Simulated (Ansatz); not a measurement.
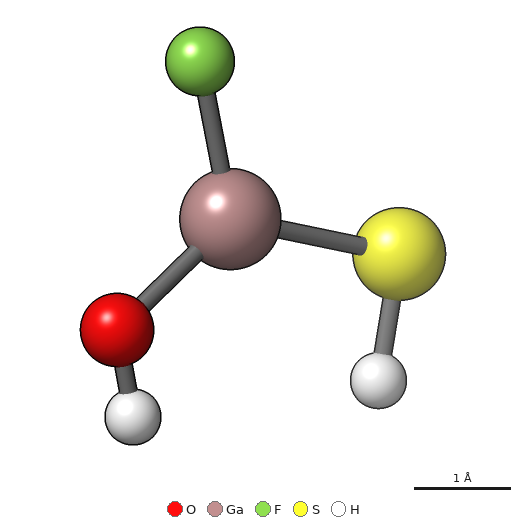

Ball-and-stick drawing of a structure. Every bond is drawn as one stick, whatever its order.

Computed geometry: PBE0-D4/def2-TZVP optimisation.

What does the picture show?

The molecule is FGaH₂OS. SMILES: `[OH][Ga]([F])[SH]`. This geometry has Cs symmetry. All atoms lie on one plane. Coordination: 1 O bent; 1 Ga trigonal planar; 1 S bent.

More results for the same structure follow; atom numbers are the same in all pictures, views and colours differ.

## Electronic properties

Level of theory: RKS ωB97M-V/def2-QZVPP (Ansatz 0.2.0).

Predict the main results.

- HOMO energy (Kohn–Sham orbital): −10.52 eV
- LUMO energy (Kohn–Sham orbital): 0.20 eV
- HOMO–LUMO gap: 10.73 eV

## Charges

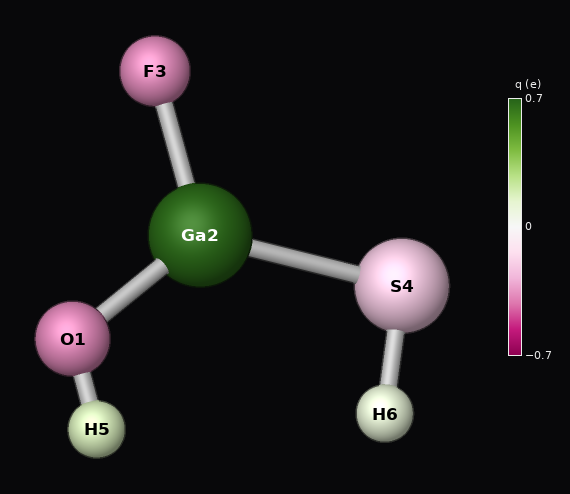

Atoms are coloured by their Mulliken charges. Level of theory: RKS B3LYP-D4/def2-TZVPP (Ansatz 0.2.0).

List the Mulliken charges.

```json
{"atom": "O1", "value (e)": "−0.38"}
{"atom": "Ga2", "value (e)": "0.67"}
{"atom": "F3", "value (e)": "−0.37"}
{"atom": "S4", "value (e)": "−0.21"}
{"atom": "H5", "value (e)": "0.17"}
{"atom": "H6", "value (e)": "0.11"}
```

## Vibrations

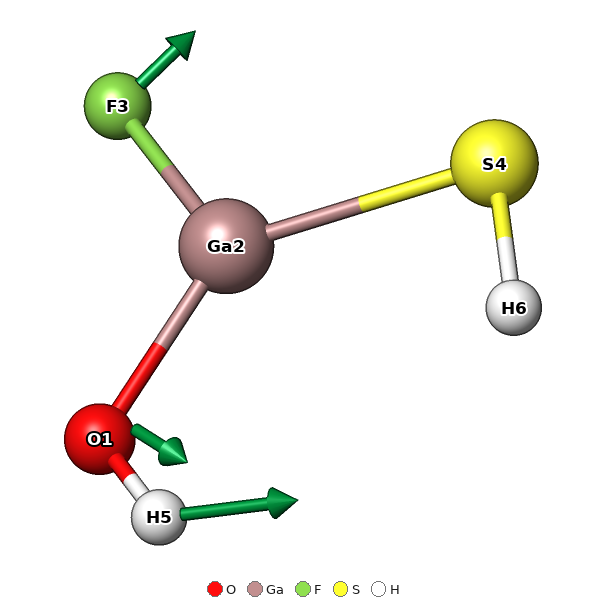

The arrows show one normal mode. Harmonic vibrations computed with RKS PBE0-D4/def2-TZVP (Ansatz 0.2.0) at a stationary point of the same level.

What kind of motion is it?

Answer. Mostly F–Ga–O bending.

At what wavenumber does it lie?

Answer. 191 cm⁻¹; it is mode 3 of 12 counted from the lowest.

Mulliken values depend strongly on the basis set and can even reverse the polarity of a bond.
